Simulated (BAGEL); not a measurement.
# singlet C2H7Si+: levels of theory compared

Aim: a comparison of 6 runs (HF/6-31G*, HF/6-311+G**, B3LYP/6-31G*, B3LYP/6-311+G**, PBE0/6-311+G**, RI-MP2/6-311+G**) of singlet C2H7Si+. 

The results are computed with BAGEL 1.2.2.

1 further run of the same task is left out (set aside as unsound or not needed).

## Step 1: Starting point

The species is C2H7Si+ (10 atoms), meant as a singlet with charge +1. SMILES of the parent species: `C[SiH]C`. The shape is that of a PBE0-D4/def2-TZVP optimisation. That shape belongs to the parent species and isn't relaxed for this state.

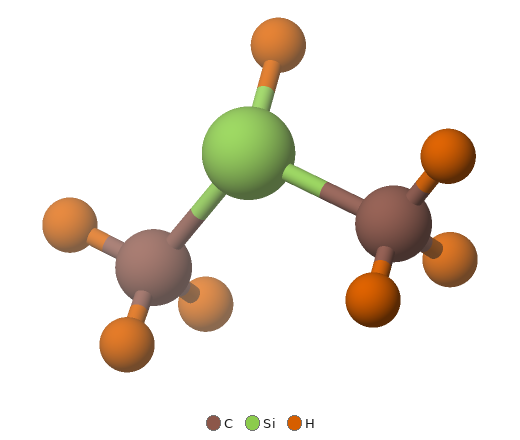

Viewed from a chosen angle; carbon brown, silicon green, hydrogen orange.

## Step 2: A single-point energy at HF/6-31G(d) (density fitting with qzvpp-jkfit, spherical functions) (run 1)

job.json

```json
{ "bagel" : [

{
  "title" : "molecule",
  "basis" : "6-31gs.json",
  "df_basis" : "qzvpp-jkfit",
  "angstrom" : true,
  "geometry" : [
    { "atom" : "C", "xyz" : [   -1.065300,    0.729000,   -0.876200 ] },
    { "atom" : "Si", "xyz" : [    0.579500,    0.676400,    0.026300 ] },
    { "atom" : "C", "xyz" : [    0.745000,   -0.863300,    1.086800 ] },
    { "atom" : "H", "xyz" : [   -1.173700,   -0.143700,   -1.529000 ] },
    { "atom" : "H", "xyz" : [   -1.145400,    1.625300,   -1.494500 ] },
    { "atom" : "H", "xyz" : [   -1.899100,    0.727900,   -0.170400 ] },
    { "atom" : "H", "xyz" : [    1.707100,    0.752000,   -0.952200 ] },
    { "atom" : "H", "xyz" : [   -0.043500,   -0.905000,    1.841800 ] },
    { "atom" : "H", "xyz" : [    1.708100,   -0.884600,    1.600600 ] },
    { "atom" : "H", "xyz" : [    0.670300,   -1.765000,    0.469600 ] }
  ]
},
{ "title" : "hf", "charge" : 1 },
{ "title" : "print", "file" : "orbitals.molden", "orbitals" : true }

]}
```

The basis set 6-31G* is read from a file made from the Basis Set Exchange's data (not shown).

On the command line:

```bash
BAGEL_NUM_THREADS=1 BAGEL job.json > job.out
```

Log:

```text
* using 1 threads per process

  ===============================================================
  ===============================================================

  *** Geometry ***

  { "atom" : "C", "xyz" : [     -2.013125,      1.377610,     -1.655778 ] },
  { "atom" : "Si", "xyz" : [      1.095096,      1.278211,      0.049700 ] },
  { "atom" : "C", "xyz" : [      1.407846,     -1.631401,      2.053754 ] },
  { "atom" : "H", "xyz" : [     -2.217972,     -0.271554,     -2.889391 ] },
  { "atom" : "H", "xyz" : [     -2.164492,      3.071372,     -2.824196 ] },
  { "atom" : "H", "xyz" : [     -3.588779,      1.375532,     -0.322009 ] },
  { "atom" : "H", "xyz" : [      3.225951,      1.421074,     -1.799397 ] },
  { "atom" : "H", "xyz" : [     -0.082203,     -1.710202,      3.480498 ] },
  { "atom" : "H", "xyz" : [      3.227841,     -1.671652,      3.024696 ] },
  { "atom" : "H", "xyz" : [      1.266683,     -3.335367,      0.887415 ] },

  Number of auxiliary basis functions:      404

  Since a DF basis is specified, we compute 2- and 3-index integrals:
    o Being stored without compression. Storage requirement is 0.012 GB

  Number of basis functions:       60
  Number of electrons      :       33

    * METHOD: MOLECULE                             0.15

  *** RHF ***

  === Nuclear Repulsion ===
   105.4280848282

      * DIIS with orbital gradients will be used.

  === RHF iteration (6-31gs.json) ===
      0       -368.31362397          0.01706077           0.03
      1       -368.41225213          0.00652912           0.02
      2       -368.42495395          0.00163373           0.03
      3       -368.42612653          0.00030608           0.02
      4       -368.42617529          0.00011049           0.02
      5       -368.42618629          0.00003192           0.02
      6       -368.42618735          0.00000946           0.03
      7       -368.42618745          0.00000235           0.02
      8       -368.42618746          0.00000061           0.02
      9       -368.42618746          0.00000011           0.03
     10       -368.42618746          0.00000003           0.03
     11       -368.42618746          0.00000001           0.02
    * SCF iteration converged.

    * Permanent dipole moment:
           (   -0.293692,    -0.655934,    -0.261176) a.u.

    * METHOD: HF                                   0.40

    * METHOD: PRINT                                0.01

  ===============================================================
```

It took 0.68 s on 1 thread of Arm Neoverse V1, shared host.

## Step 3: The energy at HF/6-311+G(d,p) (density fitting with qzvpp-jkfit) (run 2)

hf.json

```json
{ "bagel" : [

{
  "title" : "molecule",
  "basis" : "6-311+gss.json",
  "df_basis" : "qzvpp-jkfit",
  "angstrom" : "true",
  "geometry" : [
    { "atom" : "C", "xyz" : [      -1.065300,       0.729000,      -0.876200 ] },
    { "atom" : "Si", "xyz" : [       0.579500,       0.676400,       0.026300 ] },
    { "atom" : "C", "xyz" : [       0.745000,      -0.863300,       1.086800 ] },
    { "atom" : "H", "xyz" : [      -1.173700,      -0.143700,      -1.529000 ] },
    { "atom" : "H", "xyz" : [      -1.145400,       1.625300,      -1.494500 ] },
    { "atom" : "H", "xyz" : [      -1.899100,       0.727900,      -0.170400 ] },
    { "atom" : "H", "xyz" : [       1.707100,       0.752000,      -0.952200 ] },
    { "atom" : "H", "xyz" : [      -0.043500,      -0.905000,       1.841800 ] },
    { "atom" : "H", "xyz" : [       1.708100,      -0.884600,       1.600600 ] },
    { "atom" : "H", "xyz" : [       0.670300,      -1.765000,       0.469600 ] }
  ]
},

{
  "title" : "hf",
  "charge" : 1
},

{
  "title" : "print",
  "file" : "orbitals.molden",
  "orbitals" : "true"
}

]}
```

The basis set 6-311+G** is read from a file made from the Basis Set Exchange's data (not shown).

On the command line:

```bash
BAGEL_NUM_THREADS=1 BAGEL hf.json > hf.out
```

Log:

```text
* using 1 threads per process

  ===============================================================
  ===============================================================

  *** Geometry ***

  { "atom" : "C", "xyz" : [     -2.013125,      1.377610,     -1.655778 ] },
  { "atom" : "Si", "xyz" : [      1.095096,      1.278211,      0.049700 ] },
  { "atom" : "C", "xyz" : [      1.407846,     -1.631401,      2.053754 ] },
  { "atom" : "H", "xyz" : [     -2.217972,     -0.271554,     -2.889391 ] },
  { "atom" : "H", "xyz" : [     -2.164492,      3.071372,     -2.824196 ] },
  { "atom" : "H", "xyz" : [     -3.588779,      1.375532,     -0.322009 ] },
  { "atom" : "H", "xyz" : [      3.225951,      1.421074,     -1.799397 ] },
  { "atom" : "H", "xyz" : [     -0.082203,     -1.710202,      3.480498 ] },
  { "atom" : "H", "xyz" : [      3.227841,     -1.671652,      3.024696 ] },
  { "atom" : "H", "xyz" : [      1.266683,     -3.335367,      0.887415 ] },

  Number of auxiliary basis functions:      404

  Since a DF basis is specified, we compute 2- and 3-index integrals:
    o Being stored without compression. Storage requirement is 0.043 GB

  Number of basis functions:      116
  Number of electrons      :       33

    * METHOD: MOLECULE                             0.21

  *** RHF ***

  === Nuclear Repulsion ===
   105.4280848282

      * DIIS with orbital gradients will be used.

  === RHF iteration (6-311+gss.json) ===
      0       -368.23239962          0.02239272           0.05
      1       -368.42746030          0.01098829           0.06
      2       -368.47105901          0.00159645           0.06
      3       -368.47337459          0.00028820           0.06
      4       -368.47347253          0.00009614           0.06
      5       -368.47348627          0.00003217           0.06
      6       -368.47348793          0.00001080           0.06
      7       -368.47348815          0.00000259           0.06
      8       -368.47348816          0.00000079           0.06
      9       -368.47348816          0.00000021           0.06
     10       -368.47348816          0.00000005           0.06
     11       -368.47348816          0.00000001           0.06
     12       -368.47348816          0.00000000           0.06
    * SCF iteration converged.

    * Permanent dipole moment:
           (   -0.290933,    -0.644005,    -0.254045) a.u.

    * METHOD: HF                                   0.91

    * METHOD: PRINT                                0.03

  ===============================================================
```

It took 1.3 s on 1 thread of Arm Neoverse V1, shared host.

Run 3 isn't shown in full; the table further down has it.

## Step 4: The energy at B3LYP/6-311+G(d,p) (density fitting with qzvpp-jkfit) (run 4)

job.json

```json
{ "bagel" : [

{
  "title" : "molecule",
  "basis" : "6-311+gss.json",
  "df_basis" : "qzvpp-jkfit",
  "angstrom" : true,
  "geometry" : [
    { "atom" : "C", "xyz" : [      -1.065300,       0.729000,      -0.876200 ] },
    { "atom" : "Si", "xyz" : [       0.579500,       0.676400,       0.026300 ] },
    { "atom" : "C", "xyz" : [       0.745000,      -0.863300,       1.086800 ] },
    { "atom" : "H", "xyz" : [      -1.173700,      -0.143700,      -1.529000 ] },
    { "atom" : "H", "xyz" : [      -1.145400,       1.625300,      -1.494500 ] },
    { "atom" : "H", "xyz" : [      -1.899100,       0.727900,      -0.170400 ] },
    { "atom" : "H", "xyz" : [       1.707100,       0.752000,      -0.952200 ] },
    { "atom" : "H", "xyz" : [      -0.043500,      -0.905000,       1.841800 ] },
    { "atom" : "H", "xyz" : [       1.708100,      -0.884600,       1.600600 ] },
    { "atom" : "H", "xyz" : [       0.670300,      -1.765000,       0.469600 ] }
  ]
},

{ "title" : "ks", "xc_func" : "b3lyp", "charge" : 1 },

{ "title" : "print", "file" : "orbitals.molden", "orbitals" : true }

]}
```

The basis set 6-311+G** is read from a file made from the Basis Set Exchange's data (not shown).

On the command line:

```bash
BAGEL_NUM_THREADS=1 BAGEL job.json > job.out
```

Log:

```text
* using 1 threads per process

  ===============================================================
  ===============================================================

  *** Geometry ***

  { "atom" : "C", "xyz" : [     -2.013125,      1.377610,     -1.655778 ] },
  { "atom" : "Si", "xyz" : [      1.095096,      1.278211,      0.049700 ] },
  { "atom" : "C", "xyz" : [      1.407846,     -1.631401,      2.053754 ] },
  { "atom" : "H", "xyz" : [     -2.217972,     -0.271554,     -2.889391 ] },
  { "atom" : "H", "xyz" : [     -2.164492,      3.071372,     -2.824196 ] },
  { "atom" : "H", "xyz" : [     -3.588779,      1.375532,     -0.322009 ] },
  { "atom" : "H", "xyz" : [      3.225951,      1.421074,     -1.799397 ] },
  { "atom" : "H", "xyz" : [     -0.082203,     -1.710202,      3.480498 ] },
  { "atom" : "H", "xyz" : [      3.227841,     -1.671652,      3.024696 ] },
  { "atom" : "H", "xyz" : [      1.266683,     -3.335367,      0.887415 ] },

  Number of auxiliary basis functions:      404

  Since a DF basis is specified, we compute 2- and 3-index integrals:
    o Being stored without compression. Storage requirement is 0.043 GB

  Number of basis functions:      116
  Number of electrons      :       33

    * METHOD: MOLECULE                             0.21

  *** Kohn-Sham DFT ***

    * Removing 17565 points whose weight is below 1.00e-10
    * Grid points: 131495

  === Nuclear Repulsion ===
   105.4280848282

       - DIIS with orbital gradients will be used.

  === KS iteration (b3lyp / 6-311+gss.json) ===
      0       -270.94227652          0.24547820           0.48
      1       -264.09140426          0.15974416           0.47
      2       -288.45769365          0.21981299           0.46
      3       -342.76080648          0.18705066           0.45
      4       -351.24595444          0.17416055           0.45
      5       -344.53741673          0.19487668           0.48
[... 15 lines of this table left out ...]
     21       -369.65551398          0.00000002           0.46
     22       -369.65551398          0.00000000           0.47
    * SCF iteration converged.

    * Permanent dipole moment:
           (   -0.216854,    -0.472470,    -0.183254) a.u.

    * METHOD: KS                                  11.57

    * METHOD: PRINT                                0.03

  ===============================================================
```

Wall time 12 s (1 thread of Arm Neoverse V1, shared host); peak memory 0.66 GiB.

Run 5 isn't shown in full; the table further down has it.

## Step 5: A single-point energy at RI-MP2/6-311+G(d,p) (density fitting with qzvpp-jkfit) (run 6)

input.json

```json
{ "bagel": [

{
  "title": "molecule",
  "basis": "6-311+gss.json",
  "df_basis": "qzvpp-jkfit",
  "angstrom": true,
  "geometry": [
    { "atom": "C", "xyz": [   -1.065300,    0.729000,   -0.876200 ] },
    { "atom": "Si", "xyz": [    0.579500,    0.676400,    0.026300 ] },
    { "atom": "C", "xyz": [    0.745000,   -0.863300,    1.086800 ] },
    { "atom": "H", "xyz": [   -1.173700,   -0.143700,   -1.529000 ] },
    { "atom": "H", "xyz": [   -1.145400,    1.625300,   -1.494500 ] },
    { "atom": "H", "xyz": [   -1.899100,    0.727900,   -0.170400 ] },
    { "atom": "H", "xyz": [    1.707100,    0.752000,   -0.952200 ] },
    { "atom": "H", "xyz": [   -0.043500,   -0.905000,    1.841800 ] },
    { "atom": "H", "xyz": [    1.708100,   -0.884600,    1.600600 ] },
    { "atom": "H", "xyz": [    0.670300,   -1.765000,    0.469600 ] }
  ]
},
{ "title": "hf", "charge": 1 },
{ "title": "mp2", "charge": 1, "ncore": 7 }

]}
```

The basis set 6-311+G** is read from a file made from the Basis Set Exchange's data (not shown).

On the command line:

```bash
BAGEL_NUM_THREADS=1 BAGEL input.json > input.out
```

Log:

```text
* using 1 threads per process

  ===============================================================
  ===============================================================

  *** Geometry ***

  { "atom" : "C", "xyz" : [     -2.013125,      1.377610,     -1.655778 ] },
  { "atom" : "Si", "xyz" : [      1.095096,      1.278211,      0.049700 ] },
  { "atom" : "C", "xyz" : [      1.407846,     -1.631401,      2.053754 ] },
[... 6 lines of this table left out ...]
  { "atom" : "H", "xyz" : [      1.266683,     -3.335367,      0.887415 ] },

  Number of auxiliary basis functions:      404

  Since a DF basis is specified, we compute 2- and 3-index integrals:
    o Being stored without compression. Storage requirement is 0.043 GB

  Number of basis functions:      116
  Number of electrons      :       33

    * METHOD: MOLECULE                             0.21

  *** RHF ***

  === Nuclear Repulsion ===
   105.4280848282

      * DIIS with orbital gradients will be used.

  === RHF iteration (6-311+gss.json) ===
      0       -368.23239962          0.02239272           0.06
      1       -368.42746030          0.01098829           0.06
      2       -368.47105901          0.00159645           0.06
[... 9 lines of this table left out ...]
     12       -368.47348816          0.00000000           0.06
    * SCF iteration converged.

    * Permanent dipole moment:
           (   -0.290933,    -0.644005,    -0.254045) a.u.

    * METHOD: HF                                   0.91

  *** RHF ***

  === Nuclear Repulsion ===
   105.4280848282

      * DIIS with orbital gradients will be used.

  === RHF iteration (6-311+gss.json) ===
      0       -368.47348816          0.00000000           0.05
    * SCF iteration converged.

    * Permanent dipole moment:
           (   -0.290933,    -0.644005,    -0.254045) a.u.

  === DF-MP2 calculation ===

    * freezing 7 orbitals
    * 3-index integral transformation done
    * assembly done

      MP2 correlation energy:   -0.3924754921      0.04

      MP2 total energy:       -368.8659636520

    * METHOD: MP2                                  0.18

  ===============================================================
```

It took 1.4 s on 1 thread of Arm Neoverse V1, shared host.

## Step 6: The series

```csv
run,level,frozen core orbitals,energy (Eh),HOMO energy (eV),LUMO energy (eV),HOMO–LUMO gap (eV),wall time
1,"HF/6-31G* (density fitting with qzvpp-jkfit, spherical functions)",–,-368.426187,-18.00,-6.39,11.61,0.68 s
2,HF/6-311+G** (density fitting with qzvpp-jkfit),–,-368.473488,-17.98,-6.40,11.58,1.3 s
3,"B3LYP/6-31G* (density fitting with qzvpp-jkfit, spherical functions)",–,-369.602233,-14.67,-9.94,4.73,5.7 s
4,B3LYP/6-311+G** (density fitting with qzvpp-jkfit),–,-369.655514,-14.75,-9.99,4.76,12 s
5,PBE0/6-311+G** (density fitting with qzvpp-jkfit),–,-369.399978,-14.97,-9.73,5.24,12 s
6,RI-MP2/6-311+G** (density fitting with qzvpp-jkfit),7,-368.865964,–,–,–,1.4 s
```

## Step 7: Outcome

| quantity | value |
| --- | --- |
| run 6: total energy | -368.86596 Eh |
| run 6: correlation energy (7 core orbitals frozen) | -392.5 mEh |

Over runs 1, 2, 3, 4, 5 the HOMO–LUMO gap runs from 4.73 eV (B3LYP/6-31G*) to 11.61 eV (HF/6-31G*). Exact exchange widens orbital gaps. Totals of different functionals can't be ranked against each other. All runs together took 33 s, the longest 12 s.
